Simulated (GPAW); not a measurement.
# Does fcc Co13Ir3 carry moments in GPAW?

Aim: find out whether fcc Co13Ir3 carries moments when they start parallel, and what they gain.

Program: GPAW 26.7.0. Level of theory: PBE; plane waves with GPAW's PAW setups, scalar-relativistic. Results are calculated unless marked as measured.

## Step 1: Starting point

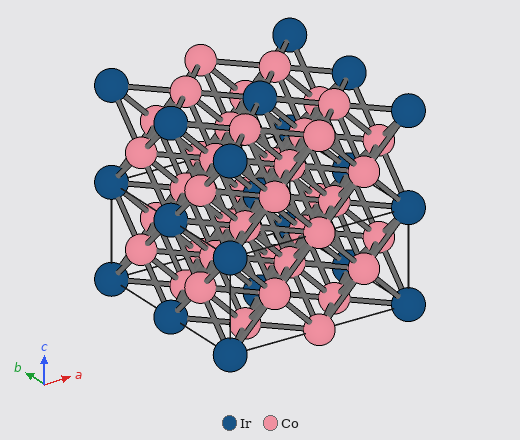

The cell as given, from a free direction (iridium blue, cobalt pink). 1×1×2 cells are drawn. Some periodic images of atoms are drawn too.

The cell is a made-up one and need not be a known phase.

## Step 2: Order 1, typed as ferro ++++++++++++++++

Parallel moments need no larger cell; this start tests for a ferromagnetic state only.

order1.py reads:

```python
import json
import numpy as np
from ase import Atoms
from ase.parallel import paropen, parprint
from gpaw import GPAW

atoms = Atoms(['Ir', 'Co', 'Co', 'Co', 'Ir', 'Co', 'Co', 'Co', 'Co', 'Co', 'Co', 'Co', 'Ir', 'Co', 'Co', 'Co'],
    cell=[[7.198625, 0.0, 0.0],
         [0.0, 7.198625, 0.0],
         [0.0, 0.0, 3.599312]],
    scaled_positions=[[0.0, 0.0, 0.0],
         [0.0, 0.25, 0.5],
         [0.25, 0.0, 0.5],
         [0.25, 0.25, 0.0],
         [0.0, 0.5, 0.0],
         [0.0, 0.75, 0.5],
         [0.25, 0.5, 0.5],
         [0.25, 0.75, 0.0],
         [0.5, 0.0, 0.0],
         [0.5, 0.25, 0.5],
         [0.75, 0.0, 0.5],
         [0.75, 0.25, 0.0],
         [0.5, 0.5, 0.0],
         [0.5, 0.75, 0.5],
         [0.75, 0.5, 0.5],
         [0.75, 0.75, 0.0]],
    pbc=True,
    magmoms=[0.3, 1.8, 1.8, 1.8, 0.3, 1.8, 1.8, 1.8, 1.8, 1.8, 1.8, 1.8, 0.3, 1.8, 1.8, 1.8])
atoms.calc = GPAW(mode={'name': 'pw', 'ecut': 450},
    xc='PBE',
    kpts={'size': (6, 6, 11), 'gamma': True},
    occupations={'name': 'fermi-dirac', 'width': 0.05},
    convergence={'density': 1e-05, 'energy': 1e-05},
    maxiter=200,
    mixer={'name': 'pulay', 'beta': 0.04, 'nmaxold': 8, 'weight': 100},
    symmetry={'tolerance': 1e-4},
    txt='order1.txt')
e = atoms.get_potential_energy(force_consistent=True)
res = {'free_energy': e, 'energy_sigma0': atoms.get_potential_energy(), 'fermi_energy': atoms.calc.get_fermi_level()}
res['moments'] = atoms.get_magnetic_moments().tolist()
res['total'] = atoms.get_magnetic_moment()
parprint('site moments (muB):', np.round(res['moments'], 3))
parprint(f"total moment: {res['total']:.3f} muB")
parprint(f'free energy: {e:.6f} eV')
atoms.calc.write('order1.gpw')
with paropen('results.json', 'w') as f:
    json.dump(res, f)
```

Run with:

```
$ OMP_NUM_THREADS=1 mpirun -n 4 gpaw python order1.py > order1.log
```

Numbers of over 12 decimals in the logs are rounded to 6 here.

The log of the run:

```text
site moments (muB): [0.585 1.545 1.724 1.622 0.553 1.545 1.545 1.622 1.8   1.724 1.724 1.622
 0.585 1.724 1.545 1.622]
total moment: 22.415 muB
free energy: -132.665135 eV

--- order1.txt ---
Input parameters:
  mode=PW(ecut=450),
  convergence={'density': 1e-05, 'energy': 1e-05},
  kpts=MonkhorstPack(size=(6, 6, 11), gamma=True),
  maxiter=200,
  mixer=Pulay(name='pulay', nmaxold=8, beta=0.04, weight=100, sigma=0.015, g_ss=None),
  occupations=Occupations(name='fermi-dirac', width=0.05),
  symmetry=Symmetry(tolerance=0.0001),
  xc=XC(name='PBE')

Diagonalizing LCAO Hamiltonian
Converting LCAO to pw mode
     .-----------------.
    /|                 |
   / |                 |
  / Co       Co        |
 *   .--Co-------Co----.
 |Co/    CoCo    Co   /
 | Ir Co    Ir Co    /
 |/    Co      Co   /
 Ir-------Co-------*

Atoms  # Å, Bohr magnetons
|    | symbol |        x |        y |        z |    initial magnetic moments |
|----|--------|----------|----------|----------|-----------------------------|
|  0 |     Ir | 0.000000 | 0.000000 | 0.000000 | ( 0.0000,  0.0000,  0.3000) |
|  1 |     Co | 0.000000 | 1.799656 | 1.799656 | ( 0.0000,  0.0000,  1.8000) |
|  2 |     Co | 1.799656 | 0.000000 | 1.799656 | ( 0.0000,  0.0000,  1.8000) |
|  3 |     Co | 1.799656 | 1.799656 | 0.000000 | ( 0.0000,  0.0000,  1.8000) |
|  4 |     Ir | 0.000000 | 3.599312 | 0.000000 | ( 0.0000,  0.0000,  0.3000) |
|  5 |     Co | 0.000000 | 5.398969 | 1.799656 | ( 0.0000,  0.0000,  1.8000) |
|  6 |     Co | 1.799656 | 3.599312 | 1.799656 | ( 0.0000,  0.0000,  1.8000) |
|  7 |     Co | 1.799656 | 5.398969 | 0.000000 | ( 0.0000,  0.0000,  1.8000) |
|  8 |     Co | 3.599312 | 0.000000 | 0.000000 | ( 0.0000,  0.0000,  1.8000) |
|  9 |     Co | 3.599312 | 1.799656 | 1.799656 | ( 0.0000,  0.0000,  1.8000) |
| 10 |     Co | 5.398969 | 0.000000 | 1.799656 | ( 0.0000,  0.0000,  1.8000) |
| 11 |     Co | 5.398969 | 1.799656 | 0.000000 | ( 0.0000,  0.0000,  1.8000) |
| 12 |     Ir | 3.599312 | 3.599312 | 0.000000 | ( 0.0000,  0.0000,  0.3000) |
| 13 |     Co | 3.599312 | 5.398969 | 1.799656 | ( 0.0000,  0.0000,  1.8000) |
| 14 |     Co | 5.398969 | 3.599312 | 1.799656 | ( 0.0000,  0.0000,  1.8000) |
| 15 |     Co | 5.398969 | 5.398969 | 0.000000 | ( 0.0000,  0.0000,  1.8000) |

Unit cell  # Å
| periodic |        x |        y |        z |  lengths |    angles |
|----------|----------|----------|----------|----------|-----------|
|      yes | 7.198625 | 0.000000 | 0.000000 | 7.198625 | 90.000000 |
|      yes | 0.000000 | 7.198625 | 0.000000 | 7.198625 | 90.000000 |
|      yes | 0.000000 | 0.000000 | 3.599312 | 3.599312 | 90.000000 |

Number of symmetries: 8

BZ-sampling:
  Number of BZ points: 396
  Number of IBZ points: 96

  Monkhorst-Pack size: [6, 6, 11]
  Monkhorst-Pack shift: [0.083333, 0.083333, 0.0]

K-points  # in reciprocal-cell coordinates
|     |                                coordinates |     weight |
|-----|--------------------------------------------|------------|
|   0 | (  0.00000000,   0.00000000,   0.00000000) | 0.00252525 |
|   1 | (  0.00000000,   0.00000000,   0.09090909) | 0.00505051 |
|   2 | (  0.00000000,   0.00000000,   0.18181818) | 0.00505051 |
|   3 | (  0.00000000,   0.00000000,   0.27272727) | 0.00505051 |
|   4 | (  0.00000000,   0.00000000,   0.36363636) | 0.00505051 |
|   5 | (  0.00000000,   0.00000000,   0.45454545) | 0.00505051 |
|   6 | (  0.00000000,   0.16666667,   0.00000000) | 0.00505051 |
|   7 | (  0.00000000,   0.16666667,   0.09090909) | 0.01010101 |
|   8 | (  0.00000000,   0.16666667,   0.18181818) | 0.01010101 |
|   9 | (  0.00000000,   0.16666667,   0.27272727) | 0.01010101 |
| ... |                                            |            |
|  95 | (  0.50000000,   0.50000000,   0.45454545) | 0.00505051 |

Plane wave coefficients: 4085
Cutoff: 450.000000 eV

Spin-components: 2 (collinear spins)
Bands:           116
Projectors:      96
Spin-degeneracy: 1
Datatype:        complex128

Parallelization:
  kpt:    4
  domain: 1
  band:   1

Density:
  Valence electrons: 162.0
  Components: 2
  Grid points: [36 36 18]
  Charge: 0.0  # |e|

Potential:
  Grid points: [36 36 18]

species:
  Ir:
    name:    Iridium
    Z:       77.0
    valence: 15
    core:    62
    charge:  0.0  # [|e|]
    compensation charges:
      type: gauss
      rc: 0.40  # [Å]
      lmax: 2
    cutoffs:
      filter: 2.40  # [Å]
      core: 2.36  # [Å]
    projectors
    | kind |    occ | energy [eV] | rcut [Å] |
    |------|--------|-------------|----------|
    |   6s |  2.000 |      -6.307 |    1.296 |
    |   5p |  6.000 |     -54.741 |    1.328 |
    |   6p |  0.000 |      -1.224 |    1.328 |
    |   5d |  7.000 |      -7.169 |    1.286 |
    |    s |        |      20.905 |    1.296 |
    |    d |        |      20.043 |    1.286 |

    Using partial waves for Ir as LCAO basis

  Co:
    name:    Cobalt
    Z:       27.0
    valence: 9
    core:    18
    charge:  0.0  # [|e|]
    compensation charges:
      type: gauss
      rc: 0.32  # [Å]
      lmax: 2
    cutoffs:
      filter: 1.87  # [Å]
      core: 2.55  # [Å]
    projectors
    | kind |    occ | energy [eV] | rcut [Å] |
    |------|--------|-------------|----------|
    |   4s |  2.000 |      -5.469 |    1.005 |
    |   4p |  0.000 |      -1.277 |    1.058 |
    |   3d |  7.000 |      -8.205 |    1.005 |
    |    s |        |      21.742 |    1.005 |
    |    p |        |      25.934 |    1.058 |
    |    d |        |      19.007 |    1.005 |

    Using partial waves for Co as LCAO basis

Reference energy: -1946189.776781  # eV

eigensolver:
  PPCG
  Converge bands: occupied
  niter=2

density mixing:
  Pulay-Mixer
  Linear mixing parameters: 0.04
  Old densities: 8
  Fourier metric: weight=100, sigma=0.015

occupation numbers:
  Fermi-Dirac:
    width: 0.0500  # eV

poisson solver:
  ecut: 3600.000000  # eV

xc functional:
  name: PBE with 2 nearest neighbor stencil

convergence criteria:
- Maximum integral of absolute [dens]ity change: 1e-05 electrons / valence electron
- Maximum [total energy] change in last 3 cyles: 1e-05 eV / valence electron
- Maximum integral of absolute [eigenst]ate change: 4e-08 eV^2 / valence electron
maximum number of iterations: 200

SCF iterations
|iter     |      energy | eigst |  dens |  magmom |
|---------|-------------|-------|-------|---------|
|iter:   1|       0s | -133.514025 | +0.44 |       | +24.3332|
|iter:   2|      94s | -132.662968 | -1.09 | -1.06 | +24.0939|
|iter:   3|     180s | -132.334550 | -2.00 | -1.17 | +23.9434|
|iter:   4|     268s | -132.113223 | -2.54 | -1.28 | +23.7235|
|iter:   5|     358s | -132.025833 | -2.43 | -1.35 | +23.2480|
|iter:   6|     450s | -132.070526 | -2.89 | -1.48 | +23.0004|
|iter:   7|     544s | -132.204936 | -2.99 | -1.55 | +22.6976|
|iter:   8|     637s | -132.323895 | -3.11 | -1.61 | +22.3886|
|iter:   9|     725s | -132.461765 | -2.98 | -1.72 | +21.9952|
|iter:  10|     813s | -132.474440 | -3.50 | -1.83 | +21.8980|
[... 28 iterations left out ...]
|iter:  39|    3108s | -132.567488c| -7.52c| -4.29 | +22.4169|
|iter:  40|    3153s | -132.567487c| -7.80c| -4.46 | +22.4169|
|iter:  41|    3199s | -132.567488c| -8.17c| -4.60 | +22.4174|
|iter:  42|    3247s | -132.567488c| -8.50c| -4.63 | +22.4176|
|iter:  43|    3294s | -132.567488c| -8.05c| -4.66 | +22.4176|
|iter:  44|    3341s | -132.567487c| -8.49c| -4.74 | +22.4174|
|iter:  45|    3391s | -132.567487c| -8.86c| -4.78 | +22.4171|
|iter:  46|    3439s | -132.567485c| -8.82c| -4.83 | +22.4163|
|iter:  47|    3484s | -132.567482c| -8.69c| -4.97 | +22.4151|
|iter:  48|    3524s | -132.567481c| -9.14c| -5.33c| +22.4146|

Converged in 48 steps
Energy contributions relative to reference atoms: (reference = -1946189.776781)

Energy contributions:
  Kinetic:         126.985701
  Coulomb:        -107.477674
  Zero:              2.611718
  External:          0.000000
  Xc:             -154.589572
  Entropy:          -0.195307
  Spinorbit:         0.000000
  ----------------------------
  Free energy:    -132.665135
  Extrapolated:   -132.567481

dipole moment: (-91.237810, -84.525691, -87.881642)  # |e|*Ang

Total magnetic moment: (0.000000, 0.000000, 22.414552)

Local magnetic moments
|        x |        y |        z |
|----------|----------|----------|
| 0.000000 | 0.000000 | 0.585154 |  # Ir   0
| 0.000000 | 0.000000 | 1.544739 |  # Co   1
| 0.000000 | 0.000000 | 1.723501 |  # Co   2
| 0.000000 | 0.000000 | 1.621540 |  # Co   3
| 0.000000 | 0.000000 | 0.553089 |  # Ir   4
| 0.000000 | 0.000000 | 1.544739 |  # Co   5
| 0.000000 | 0.000000 | 1.544738 |  # Co   6
| 0.000000 | 0.000000 | 1.621540 |  # Co   7
| 0.000000 | 0.000000 | 1.800393 |  # Co   8
| 0.000000 | 0.000000 | 1.723501 |  # Co   9
| 0.000000 | 0.000000 | 1.723501 |  # Co  10
| 0.000000 | 0.000000 | 1.621540 |  # Co  11
| 0.000000 | 0.000000 | 0.585154 |  # Ir  12
| 0.000000 | 0.000000 | 1.723501 |  # Co  13
| 0.000000 | 0.000000 | 1.544738 |  # Co  14
| 0.000000 | 0.000000 | 1.621540 |  # Co  15

Fermi level: 11.341
Eigenvalues  # (at kpt = [0.000, 0.000, 0.000])
| band index |      eig [eV] | occ [0-1] |      eig [eV] | occ [0-1] |
|------------|---------------|-----------|---------------|-----------|
|          0 |       -38.009 |     1.000 |       -37.600 |     1.000 |
|        ... |               |           |               |           |
|         72 |         9.810 |     1.000 |        11.459 |     0.086 |
|         73 |         9.933 |     1.000 |        11.504 |     0.037 |
|         74 |         9.950 |     1.000 |        11.504 |     0.037 |
|         75 |        10.045 |     1.000 |        11.554 |     0.014 |
|         76 |        10.045 |     1.000 |        11.559 |     0.013 |
|         77 |        10.079 |     1.000 |        11.926 |     0.000 |
|         78 |        10.079 |     1.000 |        11.926 |     0.000 |
|         79 |        10.343 |     1.000 |        12.107 |     0.000 |
|         80 |        10.429 |     1.000 |        12.167 |     0.000 |
|         81 |        10.620 |     1.000 |        12.355 |     0.000 |
|         82 |        10.710 |     1.000 |        12.534 |     0.000 |
|         83 |        10.715 |     1.000 |        12.535 |     0.000 |
|         84 |        10.718 |     1.000 |        12.535 |     0.000 |
|         85 |        10.718 |     1.000 |        12.536 |     0.000 |
|         86 |        10.728 |     1.000 |        12.538 |     0.000 |
|        ... |               |           |               |           |
|        115 |        21.600 |     0.000 |        22.267 |     0.000 |

No gap
No difference between direct/indirect transitions
```

Run time: 61 min. Hardware: 4 MPI ranks of Intel Xeon at 2.50GHz (Skylake/Cascade Lake), shared host; peak memory 2.6 GiB; 4.1 h of CPU time.

Spin moment in the augmentation sphere by atom:

```
atom  spin moment in the augmentation sphere (μB)
 Ir1                                         0.59
 Co2                                         1.54
 Co3                                         1.72
 Co4                                         1.62
 Ir5                                         0.55
 Co6                                         1.54
 Co7                                         1.54
 Co8                                         1.62
 Co9                                         1.80
Co10                                         1.72
Co11                                         1.72
Co12                                         1.62
Ir13                                         0.59
Co14                                         1.72
Co15                                         1.54
Co16                                         1.62
```

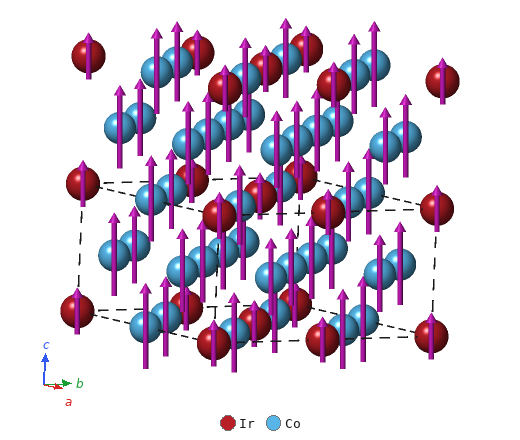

Spin moment in the augmentation sphere as arrows, the longest 1.80 μB. Up and down stand for the sign. Arrows give size and sign along the axis of quantisation, drawn up and down the page. Each arrow also spans its atom, so small moments look longer than they are. 1×1×2 cells are drawn. Some periodic images of atoms are drawn too.

Read from the output:

```
magnetization : 22.41 μB
final state   : ferromagnetic
```

After 48 cycles the largest moment stands at 1.80 μB.

[end of part 1 of 2]

[Logs and program files are shortened in this print: banners, set-up blocks, solver, clock and traceback lines can be left out without a mark of their own.]

[Logs are printed without paths, hosts, clocks, repeated set-up lines and the standing remarks that a program may print on its own settings, such as how far it seeks lower states.]

[Hosts, paths, dates, database ids (printed as entryN), source tags and the programs' standing remarks are cut or masked in the printed files.]

[Where a cell is said to come from a database of computed structures, the database is the Materials Project.]
